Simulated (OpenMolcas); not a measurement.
# Pd³⁺ among point charges: CASSCF levels and susceptibility

Aim: the splitting of the states of Pd³⁺ in the field of 6 point charges, its lowest levels with spin-orbit coupling and its magnetic susceptibility.

Program: OpenMolcas 26.06. Level of theory: state-averaged CASSCF, spin-orbit coupling by RASSI with atomic mean-field integrals. These are calculated values, not measurements, unless marked.

1 further run of the same task is left out (it didn't finish).

### Step 1. Starting point

```
Species                           : Pd³⁺ (palladium, Z = 46, 43 electrons)
Basis                             : ANO-RCC-VTZP [7s6p4d2f1g], 68 functions
Scalar Hamiltonian                : DKH2, point nucleus
Inactive shells                   : 1s 2s 2p 3s 3p 3d 4s 4p
Active space                      : 7 electrons in 5 orbitals (4d)
Some configurations of this space : 4d7
Orbitals                          : optimised for each spin and parity, averaged over all roots
```

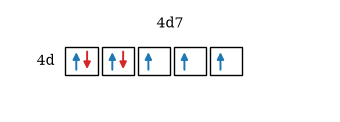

Outer shells as boxes.

The ion sits among 6 point charges of -1.7 e arranged as a trigonal antiprism (D3d), 1.78 Å from the ion, with a polar angle of 68.4° against the regular 54.74°. The active orbitals were held to one l.

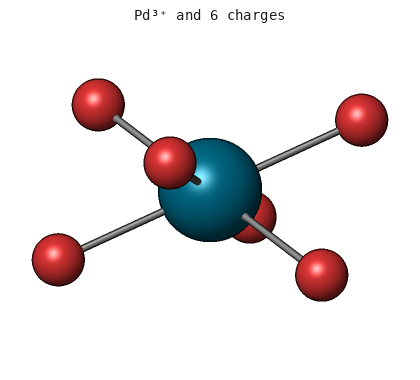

The ion and the point charges (red).

The work runs as a chain of OpenMolcas steps in one folder; each step below is one input file. Labels, J, g values, rates, χT and fits are worked out afterwards by a script from the matrices that RASSI stores. The input lists half of the charges; inversion (Group=XYZ) makes the rest.

### Step 2. Basis and integrals

a.inp

```
&GATEWAY
Coord
1

Pd 0.0 0.0 0.0
Basis=ANO-RCC-VTZP
Group=XYZ
NoMove
AngMom=0.0 0.0 0.0
AMFI
XField
3 Angstrom 0
0.000000 1.655225 0.654698 -1.700000
1.433467 -0.827613 0.654698 -1.700000
1.433467 0.827613 -0.654698 -1.700000
&SEWARD
```

Run with:

```
$ OMP_NUM_THREADS=1 MOLCAS_MEM=1689 MOLCAS_PROJECT=a pymolcas a.inp > a.log
```

Output:

```text
Basis set label: PD.ANO-RCC...7S6P4D2F1G.

      Electronic valence basis set:
      ------------------
      Associated Effective Charge  46.000000 au
      Associated Actual Charge     46.000000 au
      Nuclear Model: Point charge

      Shell  nPrim  nBasis  Cartesian Spherical Contaminant
         s      21       7        X
         p      18       6        X
         d      13       4                 X
         f       6       2                 X
         g       4       1                 X
                  Relativistic Douglas-Kroll-Hess integrals:
                    - DKH order of Hamiltonian: 2
                    - DKH order of Properties : 0
                  Atomic mean-field integrals
```

### Step 3. Reference wave functions, quartets of even parity, 10 roots

a.inp

```
&RASSCF
FileOrb=start.orb
Symmetry=1
Spin=4
nActEl=7 0 0
Inactive=9 9
Ras2=5 0
CIRoot=10 10 1
SDav=10
CIMx=300
Iter=120 100
PrWF=0.3
OrbListing=Nothing
MaxOrb=0
SupSym
1
20 4 5 6 7 8 10 11 12 13 14 18 19 20 21 22 23 24 25 26 27
0
>>> COPY $Project.JobIph JOB001
```

start.orb holds the contracted functions of the basis, ordered by shell, or the orbitals of the step before.

Output (excerpt; [...] marks lines left out):

```text
[...]
      Number of active orbitals                  5
[...]
      Spin quantum number                      1.5
[...]
      Active orbitals                            5   0
[...]
      Number of CSFs                            10
      Number of root(s) required                10
[...]
      Convergence after  8 iterations
[...]
      Natural orbitals and occupation numbers for root  1
      sym 1:   1.959919   1.040081   1.040081   1.959919   1.000000
      Natural orbitals and occupation numbers for root  2
      sym 1:   1.040082   1.959918   1.959918   1.040082   1.000000
      Natural orbitals and occupation numbers for root  3
      sym 1:   1.000000   1.994904   1.005096   1.994904   1.005096
::    RASSCF root number  1 Total energy:  -5049.06188728
::    RASSCF root number  2 Total energy:  -5049.06188726
::    RASSCF root number  3 Total energy:  -5049.06132196
[...]
::    RASSCF root number  7 Total energy:  -5048.97636686
::    RASSCF root number  8 Total energy:  -5048.94823504
::    RASSCF root number  9 Total energy:  -5048.94823498
::    RASSCF root number 10 Total energy:  -5048.85730387
```

### Step 4. CASSCF: doublets of even parity, 40 roots

a.inp

```
&RASSCF
FileOrb=start.orb
Symmetry=1
Spin=2
nActEl=7 0 0
Inactive=9 9
Ras2=5 0
CIRoot=40 40 1
SDav=40
CIMx=300
Iter=120 100
PrWF=0.3
OrbListing=Nothing
MaxOrb=0
SupSym
1
20 4 5 6 7 8 10 11 12 13 14 18 19 20 21 22 23 24 25 26 27
0
>>> COPY $Project.JobIph JOB002
```

Output (excerpt; [...] marks lines left out):

```text
[...]
      Number of active orbitals                  5
[...]
      Spin quantum number                      0.5
[...]
      Active orbitals                            5   0
[...]
      Number of CSFs                            40
      Number of root(s) required                40
[...]
      Convergence after  7 iterations
[...]
      Natural orbitals and occupation numbers for root  1
      sym 1:   1.928323   1.977063   1.002348   1.961549   0.130716
      Natural orbitals and occupation numbers for root  2
      sym 1:   1.956152   1.978841   0.131007   1.932289   1.001711
      Natural orbitals and occupation numbers for root  3
      sym 1:   0.599897   1.942012   1.477266   1.569933   1.410893
::    RASSCF root number  1 Total energy:  -5049.02548168
::    RASSCF root number  2 Total energy:  -5049.02548167
::    RASSCF root number  3 Total energy:  -5048.98743565
[...]
::    RASSCF root number 27 Total energy:  -5048.87528226
::    RASSCF root number 28 Total energy:  -5048.87528223
::    RASSCF root number 29 Total energy:  -5048.85249592
::    RASSCF root number 30 Total energy:  -5048.84967292
```

### Step 5. State interaction with spin-orbit coupling

a.inp

```
&RASSI
NrOfJobIphs=2 10 40
1 2 3 4 5 6 7 8 9 10
1 2 3 4 5 6 7 8 9 10 11 12 13 14 15 16 17 18 19 20 21 22 23 24 25 26 27
28 29 30 31 32 33 34 35 36 37 38 39 40
IphNames
JOB001
JOB002
EJob
SpinOrbit
DIPRint=1.0
SOCoupling=1000.0
Subsets=2
Property=9
'ANGMOM' 1 'ANGMOM' 2 'ANGMOM' 3 'MLTPL  1' 1 'MLTPL  1' 2 'MLTPL  1' 3
'AMFI' 1 'AMFI' 2 'AMFI' 3
SOProperty=3
'ANGMOM' 1 'ANGMOM' 2 'ANGMOM' 3
```

Output:

```text
SPIN-FREE ENERGIES:
  (Shifted by EMIN (a.u.) =      -5049.0618872823)

 SF State       Relative EMIN(au)   Rel lowest level(eV)    D:o, cm**(-1)      L_eff

     1             0.0000000000        0.0000000000              0.0000         2.6
     2             0.0000000231        0.0000006293              0.0051         2.6
     3             0.0005653224        0.0153832067            124.0739         2.9
    11             0.0364056070        0.9906470324           7990.1072         3.8
    12             0.0364056098        0.9906471089           7990.1078         3.8
     4             0.0543333176        1.4784848920          11924.7849         3.0
     5             0.0543333233        1.4784850474          11924.7861         3.0
     6             0.0737054850        2.0056284199          16176.4841         3.0
    13             0.0744516321        2.0259321185          16340.2445         4.0
    14             0.0744516385        2.0259322907          16340.2459         4.0
    15             0.0803304744        2.1859035673          17630.5013         4.0
    16             0.0803938610        2.1876284030          17644.4130         4.1
    17             0.0824170243        2.2426814812          18088.4460         4.3
    18             0.0824170335        2.2426817310          18088.4480         4.3
     7             0.0855204189        2.3271291510          18769.5624         2.8
    19             0.0923477080        2.5129091524          20267.9792         3.7
    20             0.0923477282        2.5129097000          20267.9836         3.7
    21             0.1023144678        2.7841185012          22455.4301         2.7
    22             0.1104459710        3.0053879759          24240.0888         3.3
     8             0.1136522464        3.0926351755          24943.7849         1.7
     9             0.1136523050        3.0926367687          24943.7977         1.7
    23             0.1145331741        3.1166064373          25137.1262         3.3
    24             0.1145331909        3.1166068955          25137.1299         3.3
    25             0.1392092226        3.7880759240          30552.8928         3.9
    26             0.1392092737        3.7880773150          30552.9040         3.9
    27             0.1436763367        3.9096322916          31533.3110         3.4
    28             0.1514270874        4.1205409642          33234.4042         3.8
    29             0.1514270980        4.1205412507          33234.4065         3.8
    30             0.1546298814        4.2076934276          33937.3362         4.0
    31             0.1637214994        4.4550889576          35932.7157         4.3
    32             0.1694081252        4.6098299278          37180.7858         4.3
    33             0.1694081716        4.6098311904          37180.7960         4.3
    34             0.1762856997        4.7969782646          38690.2390         4.2
    35             0.1762857267        4.7969789987          38690.2449         4.2
    36             0.1780456768        4.8448696795          39076.5093         4.3
    37             0.1866050249        5.0777814081          40955.0691         2.8
    38             0.1866050484        5.0777820472          40955.0742         2.8
    10             0.2045834102        5.5669981933          44900.8685         1.4
    39             0.2093913607        5.6978291927          45956.0917         3.3
    40             0.2122143623        5.7746469808          46575.6689         3.3
Eigenvalues of complex Hamiltonian:
   -----------------------------------
  (Shifted by EMIN (a.u.) =      -5049.0618872823)

 SO State       Relative EMIN(au)   Rel lowest level(eV)    D:o, cm**(-1)     J-value

     1            -0.0097182372        0.0000000000              0.0000         4.0
     2            -0.0097182372        0.0000000000              0.0000         4.0
     3            -0.0080082140        0.0465321025            375.3067         3.6
     4            -0.0080082140        0.0465321025            375.3067         3.6
     5            -0.0044807215        0.1425200618           1149.5018         2.9
     6            -0.0044807215        0.1425200618           1149.5018         2.9
     7            -0.0003638370        0.2545461951           2053.0535         2.8
     8            -0.0003638370        0.2545461951           2053.0535         2.8
     9             0.0023297881        0.3278434697           2644.2359         2.2
    10             0.0023297881        0.3278434697           2644.2359         2.2
    11             0.0077267935        0.4747034686           3828.7417         1.7
    12             0.0077267935        0.4747034686           3828.7417         1.7
    13             0.0326782079        1.1536660433           9304.9442         2.7
    14             0.0326782079        1.1536660433           9304.9442         2.7
    15             0.0396716003        1.3439659440          10839.8164         2.8
    16             0.0396716003        1.3439659440          10839.8164         2.8
    17             0.0451918941        1.4941807909          12051.3808         2.9
    18             0.0451918941        1.4941807909          12051.3808         2.9
    19             0.0497291927        1.6176469760          13047.2028         3.1
    20             0.0497291927        1.6176469760          13047.2028         3.1
    21             0.0535399734        1.7213436009          13883.5724         2.9
    22             0.0535399734        1.7213436009          13883.5724         2.9
    23             0.0587682198        1.8636114330          15031.0399         2.6
    24             0.0587682198        1.8636114330          15031.0399         2.6
    25             0.0618374420        1.9471292235          15704.6563         2.0
    26             0.0618374420        1.9471292235          15704.6563         2.0
    27             0.0691671223        2.1465799851          17313.3352         2.3
    28             0.0691671223        2.1465799851          17313.3352         2.3
    29             0.0733042547        2.2591570934          18221.3308         2.1
    30             0.0733042547        2.2591570934          18221.3308         2.1
    31             0.0759356127        2.3307599919          18798.8471         2.9
    32             0.0759356127        2.3307599919          18798.8471         2.9
    33             0.0774901767        2.3730618334          19140.0345         2.6
    34             0.0774901767        2.3730618334          19140.0345         2.6
    35             0.0810401337        2.4696610852          19919.1600         2.5
    36             0.0810401337        2.4696610852          19919.1600         2.5
    37             0.0850653695        2.5791933313          20802.5971         2.1
    38             0.0850653695        2.5791933313          20802.5971         2.1
    39             0.0855878190        2.5934099069          20917.2616         2.2
    40             0.0855878190        2.5934099069          20917.2616         2.2
    41             0.0885167736        2.6731108211          21560.0928         3.5
Weights of the five most important spin-orbit-free states for each spin-orbit state.

 SO State  Total energy (au)           Spin-free states, spin, and weights
 -------------------------------------------------------------------------------------------------------
    1        -0.009718       3 1.5  0.4898    1 1.5  0.2466    2 1.5  0.2466   22 0.5  0.0041    4 1.5  0.0016
    2        -0.009718       3 1.5  0.4898    1 1.5  0.2466    2 1.5  0.2466   22 0.5  0.0041    4 1.5  0.0016
    3        -0.008008       3 1.5  0.3476    2 1.5  0.3095    1 1.5  0.3095   11 0.5  0.0068   12 0.5  0.0068
    4        -0.008008       3 1.5  0.3476    2 1.5  0.3095    1 1.5  0.3095   11 0.5  0.0068   12 0.5  0.0068
    5        -0.004481       1 1.5  0.4650    2 1.5  0.4650    3 1.5  0.0198   11 0.5  0.0140   12 0.5  0.0140
    6        -0.004481       1 1.5  0.4650    2 1.5  0.4650    3 1.5  0.0198   11 0.5  0.0140   12 0.5  0.0140
    7        -0.000364       2 1.5  0.4844    1 1.5  0.4844    3 1.5  0.0117    5 1.5  0.0031    4 1.5  0.0031
    8        -0.000364       2 1.5  0.4844    1 1.5  0.4844    3 1.5  0.0117    5 1.5  0.0031    4 1.5  0.0031
    9         0.002330       3 1.5  0.6195    2 1.5  0.1527    1 1.5  0.1527   12 0.5  0.0241   11 0.5  0.0241
   10         0.002330       3 1.5  0.6195    2 1.5  0.1527    1 1.5  0.1527   12 0.5  0.0241   11 0.5  0.0241
   11         0.007727       3 1.5  0.4589    2 1.5  0.2573    1 1.5  0.2573   22 0.5  0.0051   11 0.5  0.0037
   12         0.007727       3 1.5  0.4589    2 1.5  0.2573    1 1.5  0.2573   22 0.5  0.0051   11 0.5  0.0037
```

These steps took 11 s in all on 1 thread of Arm Neoverse V1, shared host.

Spin-free states, with their symmetry labels:

| state | degeneracy | E (cm-1) | free-ion L (%) |
| --- | --- | --- | --- |
| 4E | 2 | 0 | F (75) |
| 4A2 | 1 | 124 | F (95) |
| 2E | 2 | 7990 | H (34) |
| 4E | 2 | 11925 | F (99) |
| 4A1 | 1 | 16176 | F (100) |
| 2E | 2 | 16340 | H (45) |
| 2A1 | 1 | 17630 | G (55) |
| 2A2 | 1 | 17644 | G (65) |
| 2E | 2 | 18088 | H (51) |
| 4A2 | 1 | 18770 | F (90) |
| 2E | 2 | 20268 | G (44) |
| 2A2 | 1 | 22455 | P (64) |
| 2A1 | 1 | 24240 | G (55) |
| 4E | 2 | 24944 | P (74) |
| 2E | 2 | 25137 | G (29) |
| 2E | 2 | 30553 | G (41) |
| 2A1 | 1 | 31533 | G (57) |
| 2E | 2 | 33234 | H (36) |
| 2A2 | 1 | 33937 | H (63) |
| 2A1 | 1 | 35933 | H (59) |
| 2E | 2 | 37181 | H (52) |
| 2E | 2 | 38690 | H (54) |
| 2A2 | 1 | 39077 | H (52) |
| 2E | 2 | 40955 | D (48) |

With spin-orbit coupling:

```
E (cm-1)  Degeneracy  Label  2S+1               g
     0.0           2   E1/2     4  1.35 6.02 6.02
   375.3           2   E3/2     4  0.00 0.00 4.21
    1150           2   E1/2     4  0.31 0.31 6.62
    2053           2   E1/2     4  2.16 3.57 3.57
    2644           2   E3/2     4  0.00 0.00 5.20
    3829           2   E1/2     4  1.94 1.94 2.32
    9305           2   E3/2     2  0.00 0.00 1.62
   10840           2   E1/2     2  0.17 0.17 6.80
   12051           2   E1/2     4  0.39 0.39 8.22
   13047           2   E1/2     4  0.42 0.42 4.70
   13884           2   E3/2     4  0.00 0.00 0.90
   15031           2   E1/2     4  0.02 0.02 2.90
   15705           2   E3/2     4  0.00 0.00 8.49
   17313           2   E1/2     4  1.98 1.98 4.47
   18221           2   E3/2     2  0.00 0.00 3.91
   18799           2   E1/2     2  1.28 2.17 2.17
   19140           2   E1/2     2  1.43 2.77 2.77
   19919           2   E1/2     2  0.87 0.87 2.37
   20803           2   E1/2     4  0.43 2.49 2.49
   20917           2   E3/2     2  0.00 0.00 3.17
   21560           2   E1/2     2  0.52 0.52 0.88
   21764           2   E3/2     2  0.00 0.00 3.43
   22493           2   E1/2     2  1.00 1.00 2.82
   23179           2   E3/2     2  0.00 0.00 1.13
```

The table of states holds 24 of 33 computed; the rest, higher up, is left out. Principal g values are given for doublets only; a zero marks a field direction without first-order Zeeman splitting.

Powder χT (cm³ K/mol): 2.34 at 2 K, 2.36 at 5 K, 2.40 at 10 K, 2.48 at 20 K, 2.71 at 50 K, 3.09 at 100 K, 3.39 at 150 K, 3.61 at 200 K, 3.75 at 250 K, 3.85 at 300 K.

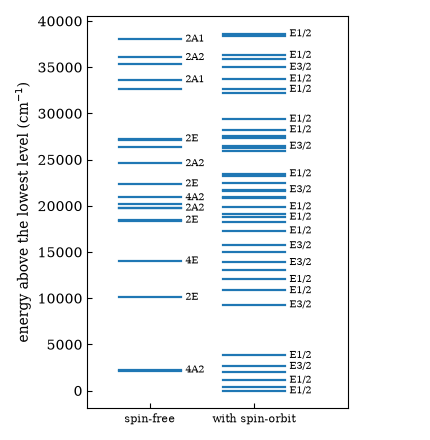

The states in the field without (left) and with (right) spin-orbit coupling.

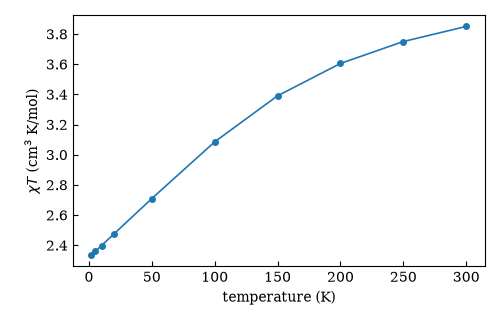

χT against temperature.

Orbitals of the lowest block (energies include the constant potential of the surroundings):

| shell | space | energy (hartree) | mean occupation | ⟨r²⟩ (bohr²) |
| --- | --- | --- | --- | --- |
| 1s | inactive | -897.5879 | 2.000 | 0.00133 |
| 2s | inactive | -132.9142 | 2.000 | 0.0224 |
| 2p | inactive | -118.8474 | 6.000 | 0.0177 |
| 3s | inactive | -24.0941 | 2.000 | 0.163 |
| 3p | inactive | -19.3369 | 6.000 | 0.165 |
| 3d | inactive | -11.7608 | 10.000 | 0.151 |
| 4s | inactive | -2.3560 | 2.000 | 1.01 |
| 4p | inactive | -0.8808 | 6.000 | 1.21 |
| 4d | RAS2 |  | 7.000 | 2.05 |

### Step 6. Results

| quantity | value |
| --- | --- |
| method | CASSCF |
| spin-free ground state | 4E, 2-fold in its orbital part |
| first state of the same spin within the active space | 4A2 at 124 cm⁻¹ |
| lowest level | 2-fold E1/2, g = 1.35, 6.02, 6.02 |
| next level | 375.3 cm⁻¹ |
| χT at 300 K | 3.85 cm³ K/mol |
| effective moment at 300 K | 5.55 μB |

In words: The spin-free ground state (4E) comes to 75 % from free-ion F terms and keeps the highest spin of the shell. χT at 300 K is 3.85, against 1.88 cm³ K/mol for the spin alone, so orbital moment adds to it. An active space of the d shell alone favours high spin; real ions in strong fields can be low spin. The field of point charges can differ much from that of real complexes. With metal d orbitals alone active, the gaps between spin states are rough; where two lie within a few thousand cm-1, their order is open. Point charges carry no covalency, so the field is a model and not that of real ligands.
